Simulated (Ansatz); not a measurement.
# GaHOF (doublet): correlated methods under varied settings at a displaced geometry (v2)

Aim: run GaHOF (doublet) at one geometry under a spread of methods and options, and see what each costs and gives.

Computed with Ansatz 0.2.0, Gaussian basis. Level: the settings change from run to run.

23 further runs of the same task are left out: 5 for a known fault of the program, 5 that didn't finish, 13 set aside as unsound or not needed. Runs told in other sessions of the task aren't counted.

**1. The geometry**

The geometry is a PBE0/def2-TZVP stationary point (not a proven minimum) with its atoms shifted at random (size 0.100 Å). No spin-orbit coupling is included. The filled d shell of Ga may be among the frozen orbitals whatever the setting's name suggests.

4 atoms, charge 0, spin multiplicity 2.

Atoms are counted from 1 here; the program's logs count them from 0.

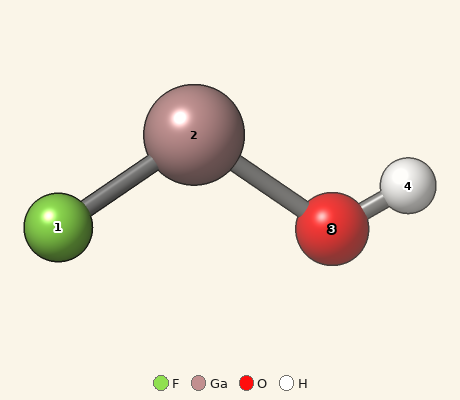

The geometry (fluorine green, gallium pink, oxygen red, hydrogen white); atoms are numbered from 1 in the order of the file.

**2. CCSD on ROHF/cc-pVDZ**

in.yaml reads:

```yaml
crystal:
  periodic: [false, false, false]
  atoms:
    - {symbol: F, position_ang: [0.122131, -0.615005, 1.464108]}
    - {symbol: Ga, position_ang: [-0.042744, 0.328007, -0.015129]}
    - {symbol: O, position_ang: [0.033877, -0.685524, -1.526858]}
    - {symbol: H, position_ang: [0.116985, -0.215828, -2.313675]}
basis:
  gaussian: {orbitals: cc-pVDZ}
magnetization: {spin_polarized: false, initial_magnetization: 1}
correlation: {method: ccsd, electrons: outside_noble_gas}
scf: {lower_state_search: light}
```

Started as:

```
ansatz run in.yaml --threads 1 --pin off --events-out ev --progress --plain --max-ram 2393MiB
```

The program printed, cut to the lines that bear on the results:

```text
Functional definition: HF
  name "HF"
  cite "Fock, Z. Phys. 61, 126 (1930) doi:10.1007/BF01340294"
  parent pbe
[...]
628 factors; integrals over basis functions are off by at most 9.8e-4 eV
[...]
mean field -57093.51873429 eV, -2098.1481141081 hartree, gradient 2.8e-6 eV, S^2 0.750000; 1 other end points of the search recorded, 0 dependent functions left out
determinant -57093.51873429 eV, -2098.1481141081 hartree, with singles and doubles -57105.38618884 eV, -2098.5842350189 hartree
determinant -57090.27886357 eV, -2098.0290510552 hartree, with singles and doubles -57101.67219813 eV, -2098.4477483776 hartree
16 core orbitals not correlated, not the lowest: weight in the atoms' cores, before any rotation towards them, 0.722 or more for the frozen orbitals, at most 0.277 for the correlated occupied ones
reference -57093.51873429 eV, -2098.1481141081 hartree; 9, 8 occupied and 35, 36 virtual orbitals, 628 factors
second order -11.65803233 eV of doubles, -0.02173856 eV of singles
cycle   1  -11.86948388 eV  change   -2.0e-3 eV  update   1.5e-3
[...]
cycle   7  -11.87011072 eV  change   -9.8e-6 eV  update   1.2e-5
Total energy: -57105.38884501 eV, -2098.5843326314 hartree
```

Wall time 7 s (1 thread of Arm Neoverse N1, shared host).

From the report: correlation -11.8701 eV; T1 0.024; largest double amplitude 0.04.

**3. BCCD on UHF/cc-pVDZ**

in.yaml reads:

```yaml
crystal:
  periodic: [false, false, false]
  atoms:
    - {symbol: F, position_ang: [0.122131, -0.615005, 1.464108]}
    - {symbol: Ga, position_ang: [-0.042744, 0.328007, -0.015129]}
    - {symbol: O, position_ang: [0.033877, -0.685524, -1.526858]}
    - {symbol: H, position_ang: [0.116985, -0.215828, -2.313675]}
basis:
  gaussian: {orbitals: cc-pVDZ, fitting: {mean_field: def2-universal-jkfit}}
magnetization: {spin_polarized: true, initial_magnetization: 1}
correlation: {method: bccd, electrons: outside_noble_gas}
scf: {omitted_lower_state_checks: [cluster_reference]}
```

Launched as before.

The program printed, cut to the lines that bear on the results:

```text
Functional definition: HF
  name "HF"
  cite "Fock, Z. Phys. 61, 126 (1930) doi:10.1007/BF01340294"
  parent pbe
[...]
438 factors; integrals over basis functions are off by at most 1.9e-1 eV
[...]
mean field -57093.57129664 eV, -2098.1500457390 hartree, gradient 2.0e-6 eV, S^2 0.758652; 1 other end points of the search recorded, 0 dependent functions left out
16 core orbitals not correlated, not the lowest: weight in the atoms' cores, before any rotation towards them, 0.708 or more for the frozen orbitals, at most 0.290 for the correlated occupied ones
reference -57093.57129664 eV, -2098.1500457390 hartree; 9, 8 occupied and 35, 36 virtual orbitals, 438 factors
second order -11.63368147 eV of doubles, -0.00000000 eV of singles
cycle   1  -11.43926029 eV  change    1.9e-1 eV  update   1.0e-1
[...]
cycle  12  -11.78115314 eV  change   -1.5e-5 eV  update   1.3e-5
Total energy: -57105.35244978 eV, -2098.5829951313 hartree
Checks for a lower state left out: cluster_reference
```

Wall time 4.1 s (1 thread of Arm Neoverse N1, shared host).

From the report: ⟨S²⟩ of the determinant 0.759 (pure doublet: 0.75); correlation -11.7812 eV; largest double amplitude 0.03.

**4. CCSD(T) on ROHF/cc-pVDZ**

in.yaml reads:

```yaml
crystal:
  periodic: [false, false, false]
  atoms:
    - {symbol: F, position_ang: [0.122131, -0.615005, 1.464108]}
    - {symbol: Ga, position_ang: [-0.042744, 0.328007, -0.015129]}
    - {symbol: O, position_ang: [0.033877, -0.685524, -1.526858]}
    - {symbol: H, position_ang: [0.116985, -0.215828, -2.313675]}
basis:
  gaussian: {orbitals: cc-pVDZ}
magnetization: {spin_polarized: false, initial_magnetization: 1}
correlation: {method: ccsd_t, electrons: valence}
```

Launched as before.

The program printed, cut to the lines that bear on the results:

```text
Functional definition: HF
  name "HF"
  cite "Fock, Z. Phys. 61, 126 (1930) doi:10.1007/BF01340294"
  parent pbe
[...]
628 factors; integrals over basis functions are off by at most 9.8e-4 eV
[...]
mean field -57093.51873429 eV, -2098.1481141081 hartree, gradient 2.8e-6 eV, S^2 0.750000; 1 other end points of the search recorded, 0 dependent functions left out
determinant -57093.51873429 eV, -2098.1481141081 hartree, with singles and doubles -57105.83015552 eV, -2098.6005504935 hartree
determinant -57090.27886357 eV, -2098.0290510552 hartree, with singles and doubles -57102.15213136 eV, -2098.4653855985 hartree
11 core orbitals not correlated: weight in the atoms' cores, before any rotation towards them, 1.000 or more for the frozen orbitals, at most 0.000 for the correlated occupied ones
reference -57093.51873429 eV, -2098.1481141081 hartree; 14, 13 occupied and 35, 36 virtual orbitals, 628 factors
second order -12.06379438 eV of doubles, -0.02696832 eV of singles
cycle   1  -12.31362133 eV  change   -2.2e-3 eV  update   1.7e-3
[...]
cycle   7  -12.31439706 eV  change   -1.2e-5 eV  update   1.3e-5
perturbative correction -0.28438384 eV, -0.0104509132 hartree
Total energy: -57106.11751518 eV, -2098.6111107663 hartree
```

It took 16 s on 1 thread of Arm Neoverse N1, shared host.

From the report: correlation -12.5988 eV; T1 0.020; largest double amplitude 0.04.

**5. BCCD on UHF/cc-pVDZ**

in.yaml, as its differences from that of step 4:

```diff
@@ -9,3 +9,4 @@
   gaussian: {orbitals: cc-pVDZ}
-magnetization: {spin_polarized: false, initial_magnetization: 1}
-correlation: {method: ccsd_t, electrons: valence}
+magnetization: {spin_polarized: true, initial_magnetization: 1}
+hamiltonian: {pseudopotentials: {relativity: scalar}}
+correlation: {method: bccd, electrons: outside_noble_gas}
```

The command is unchanged.

The program printed, cut to the lines that bear on the results:

```text
Functional definition: HF
  name "HF"
  cite "Fock, Z. Phys. 61, 126 (1930) doi:10.1007/BF01340294"
  parent pbe
[...]
627 factors; integrals over basis functions are off by at most 9.8e-4 eV
[...]
mean field -57506.19783404 eV, -2113.3137913001 hartree, gradient 2.9e-6 eV, S^2 0.759864; 2 other end points of the search recorded, 0 dependent functions left out
determinant -57506.19783404 eV, -2113.3137913001 hartree, with singles and doubles -57518.03914846 eV, -2113.7489515788 hartree
determinant -57503.12822985 eV, -2113.2009854266 hartree, with singles and doubles -57514.38968234 eV, -2113.6148361726 hartree
16 core orbitals not correlated, not the lowest: weight in the atoms' cores, before any rotation towards them, 0.738 or more for the frozen orbitals, at most 0.260 for the correlated occupied ones
reference -57506.19783404 eV, -2113.3137913001 hartree; 9, 8 occupied and 35, 36 virtual orbitals, 627 factors
second order -11.65134759 eV of doubles, -0.00000000 eV of singles
cycle   1  -11.79195429 eV  change    4.9e-2 eV  update   1.5e-2
[...]
cycle   9  -11.79846132 eV  change   -8.3e-7 eV  update   1.1e-5
Total energy: -57517.99629536 eV, -2113.7473767564 hartree
Relativity: scalar
```

Run time: 9.5 s. Hardware: 1 thread of Arm Neoverse N1, shared host.

From the report: ⟨S²⟩ of the determinant 0.760 (pure doublet: 0.75); correlation -11.7985 eV; largest double amplitude 0.03.

**6. CCSD(T) on UHF/cc-pVDZ**

in.yaml, as its differences from that of step 5:

```diff
@@ -10,3 +10,2 @@
 magnetization: {spin_polarized: true, initial_magnetization: 1}
-hamiltonian: {pseudopotentials: {relativity: scalar}}
-correlation: {method: bccd, electrons: outside_noble_gas}
+correlation: {method: ccsd_t, electrons: valence}
```

Same command.

The program printed, cut to the lines that bear on the results:

```text
Functional definition: HF
  name "HF"
  cite "Fock, Z. Phys. 61, 126 (1930) doi:10.1007/BF01340294"
  parent pbe
[...]
628 factors; integrals over basis functions are off by at most 9.8e-4 eV
[...]
mean field -57093.57545016 eV, -2098.1501983781 hartree, gradient 4.4e-6 eV, S^2 0.758652; 2 other end points of the search recorded, 0 dependent functions left out
determinant -57093.57545016 eV, -2098.1501983781 hartree, with singles and doubles -57105.83416577 eV, -2098.6006978676 hartree
determinant -57090.39796903 eV, -2098.0334281004 hartree, with singles and doubles -57102.12043762 eV, -2098.4642208752 hartree
11 core orbitals not correlated: weight in the atoms' cores, before any rotation towards them, 1.000 or more for the frozen orbitals, at most 0.000 for the correlated occupied ones
reference -57093.57545016 eV, -2098.1501983781 hartree; 14, 13 occupied and 35, 36 virtual orbitals, 628 factors
second order -12.04050786 eV of doubles, -0.00000000 eV of singles
cycle   1  -12.25986132 eV  change   -1.1e-3 eV  update   1.3e-3
[...]
cycle   6  -12.26018984 eV  change    7.0e-6 eV  update   2.6e-5
perturbative correction -0.28219417 eV, -0.0103704444 hartree
Total energy: -57106.11783417 eV, -2098.6111224888 hartree
```

It took 18 s on 1 thread of Arm Neoverse N1, shared host.

From the report: ⟨S²⟩ of the determinant 0.759 (pure doublet: 0.75); correlation -12.5424 eV; T1 0.017; largest double amplitude 0.04.

**7. BCCD(T) on ROHF/cc-pVDZ**

in.yaml, as its differences from that of step 6:

```diff
@@ -9,3 +9,4 @@
   gaussian: {orbitals: cc-pVDZ}
-magnetization: {spin_polarized: true, initial_magnetization: 1}
-correlation: {method: ccsd_t, electrons: valence}
+magnetization: {spin_polarized: false, initial_magnetization: 1}
+correlation: {method: bccd_t, electrons: outside_noble_gas}
+accuracy: high
```

The command is unchanged.

The program printed, cut to the lines that bear on the results:

```text
Functional definition: HF
  name "HF"
  cite "Fock, Z. Phys. 61, 126 (1930) doi:10.1007/BF01340294"
  parent pbe
[...]
1232 factors; integrals over basis functions are off by at most 4.5e-9 eV
[...]
mean field -57093.51907449 eV, -2098.1481266102 hartree, gradient 3.3e-8 eV, S^2 0.750000; 1 other end points of the search recorded, 0 dependent functions left out
determinant -57093.51907449 eV, -2098.1481266102 hartree, with singles and doubles -57105.38654080 eV, -2098.5842479531 hartree
determinant -57090.27918618 eV, -2098.0290629110 hartree, with singles and doubles -57101.67253726 eV, -2098.4477608404 hartree
16 core orbitals not correlated, not the lowest: weight in the atoms' cores, before any rotation towards them, 0.722 or more for the frozen orbitals, at most 0.277 for the correlated occupied ones
reference -57093.51907449 eV, -2098.1481266102 hartree; 9, 8 occupied and 35, 36 virtual orbitals, 1232 factors
second order -11.65806311 eV of doubles, -0.02173830 eV of singles
cycle   1  -11.82135444 eV  change    4.6e-2 eV  update   1.7e-2
[...]
cycle  23  -11.82882966 eV  change  -6.0e-10 eV  update   1.9e-9
perturbative correction -0.29773547 eV, -0.0109415769 hartree
Total energy: -57105.64563962 eV, -2098.5937696592 hartree
```

It took 21 s on 1 thread of Arm Neoverse N1, shared host; peak memory 0.31 GiB.

From the report: correlation -12.1266 eV; largest double amplitude 0.03.

**8. All runs side by side**

Where basis and cores are those of an earlier UCCSDT(Q)/cc-pVDZ run (-57105.7031 eV), and the records show the same count of frozen orbitals and kind of state, the miss against it is given; a blank cell means that this couldn't be shown.

```csv
level,correlated,functions,energy (eV),from UCCSDT(Q) (meV),time
CCSD on ROHF/cc-pVDZ,outside noble gas,60,-57105.3888,314.3,7 s
BCCD on UHF/cc-pVDZ,outside noble gas,60,-57105.3524,350.7,4.1 s
CCSD(T) on ROHF/cc-pVDZ,valence,60,-57106.1175,,16 s
BCCD on UHF/cc-pVDZ (relativity set),outside noble gas,60,-57517.9963,,9.5 s
CCSD(T) on UHF/cc-pVDZ,valence,60,-57106.1178,,18 s
BCCD(T) on ROHF/cc-pVDZ,outside noble gas,60,-57105.6456,57.5,21 s
```

**9. Outcome**

| quantity | value |
| --- | --- |
| runs | 6 |
| quickest | BCCD on UHF/cc-pVDZ, 4.1 s |
| slowest | BCCD(T) on ROHF/cc-pVDZ, 21 s |

Total energies in different bases, with other cores or another treatment of relativity can't be set against each other. «valence» and «outside noble gas» are the program's key words; the logs give how many orbitals each freezes, and for Ga to Kr the 3d shell needn't follow the word's plain sense. BCCD(T) on ROHF/cc-pVDZ took 5 times as long as BCCD on UHF/cc-pVDZ; the jobs differ in more than the method. Among the correlated runs with a miss given, it spans +57 to +351 meV.
